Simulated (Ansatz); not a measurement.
## Electronic structure of F3H2NZr (SMILES [NH2][Zr]([F])([F])[F]) in real space

```yaml
atoms:
  - { symbol: N, position_ang: [-0.6180, 0.8120, 0.7097] }
  - { symbol: Zr, position_ang: [0.3704, -0.5230, -0.4320] }
  - { symbol: F, position_ang: [1.6254, -1.4421, 0.6672] }
  - { symbol: F, position_ang: [-0.9257, -1.6543, -1.2447] }
  - { symbol: F, position_ang: [1.3647, 0.3967, -1.7767] }
  - { symbol: H, position_ang: [-1.6040, 1.0262, 0.6382] }
  - { symbol: H, position_ang: [-0.2129, 1.3845, 1.4383] }
```

Geometry: PBE0-D4/def2-TZVP; core potentials replace the inner electrons of Zr.

The calculation used RKS PBE0-D4/def2-TZVPP in Ansatz.

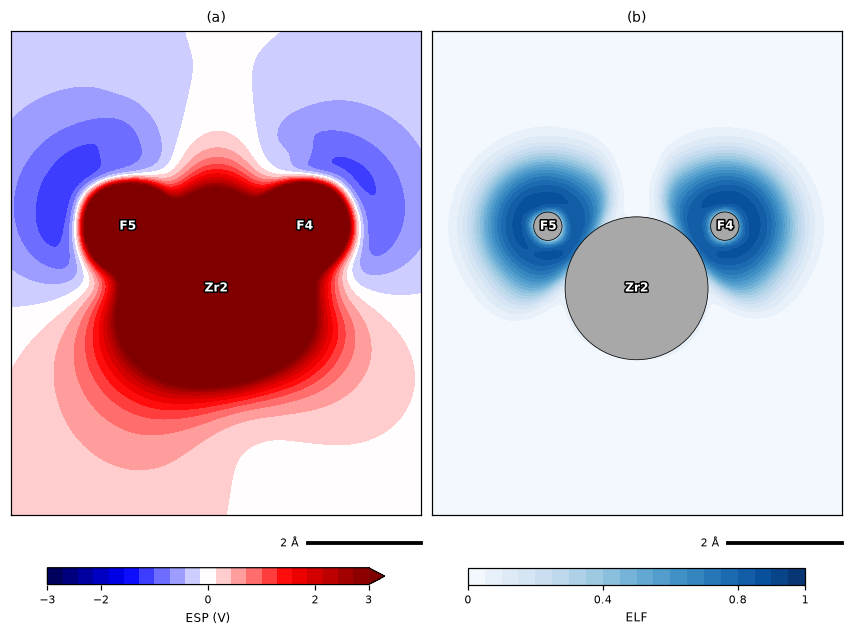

Figure 1. (a) electrostatic potential; (b) electron localisation function on the plane of atoms F4, Zr2 and F5. Grey discs cover the atomic cores in the ELF map.

What does the map show?

Answer.
- The plane passes through Zr and F nuclei.
- Zr–F (1.90 Å): the ELF peaks at about 0.85 in the valence shell of F, 0.5 Å from its nucleus, and drops to about 0.25 between the two atoms.
- Outside the dense part of the molecule the potential is most negative (−1.2 V) near F5.

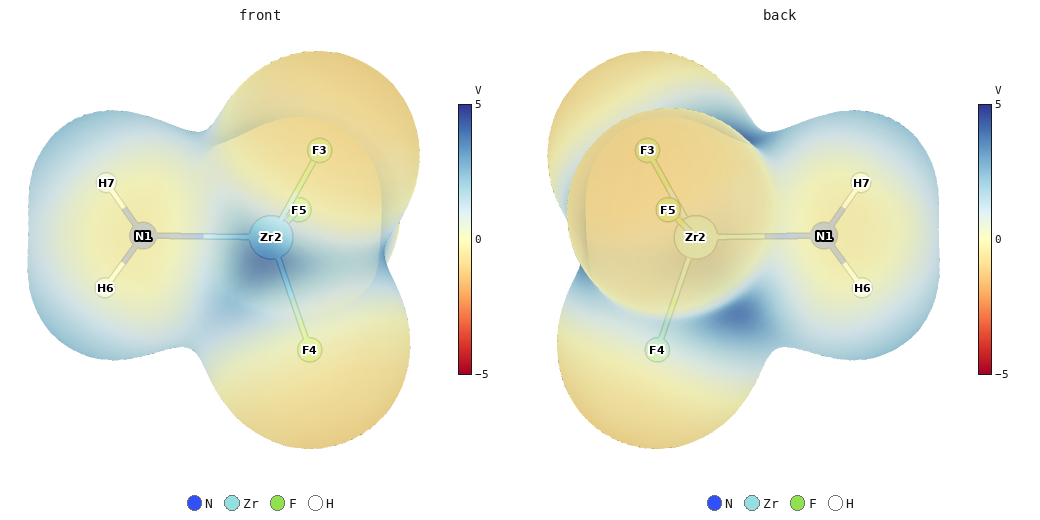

Figure 2. The electrostatic potential painted on the density surface at 0.002 e/bohr³, seen from the front and from behind; red is negative and blue positive.

Which sites attract a positive test charge, and which a negative one?

Answer. A positive charge is drawn to the negative regions and a negative charge to the positive ones. The most negative region (about −1.1 V, or −25 kcal/mol for a unit charge) lies over F5, the most positive (about +4.2 V, or +97 kcal/mol for a unit charge) over Zr2.

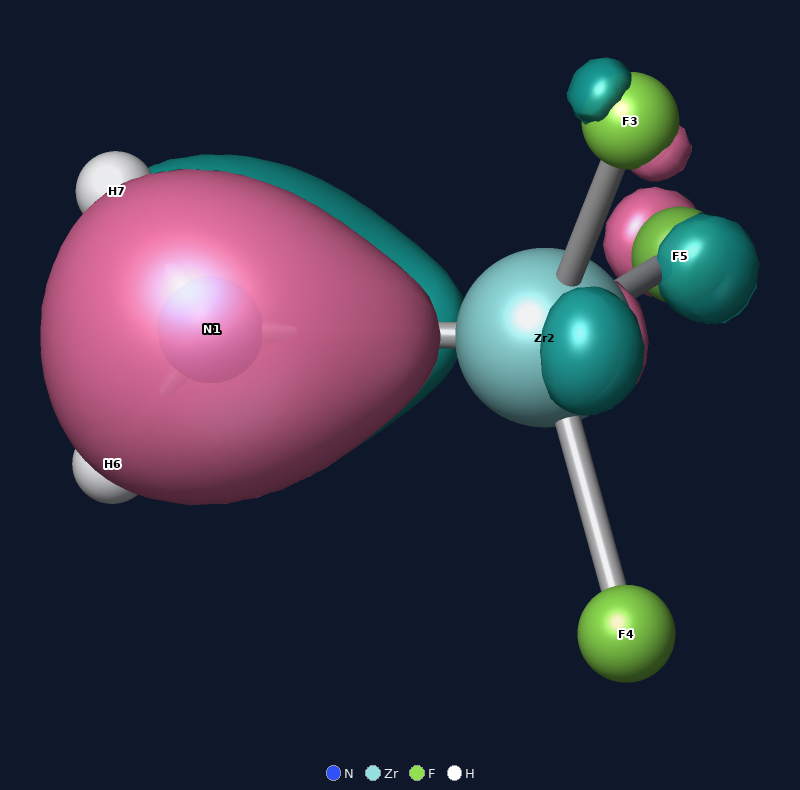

Figure 3. The HOMO at ±0.15 Å⁻³ᐟ² (teal and pink are the two phases), seen across its widest extent.

Where does this orbital lie, and at what energy?

Answer. It lies mainly on N1 (about 70 %) and Zr2 (about 15 %); largely a lone pair of N1. Its energy is −8.18 eV.
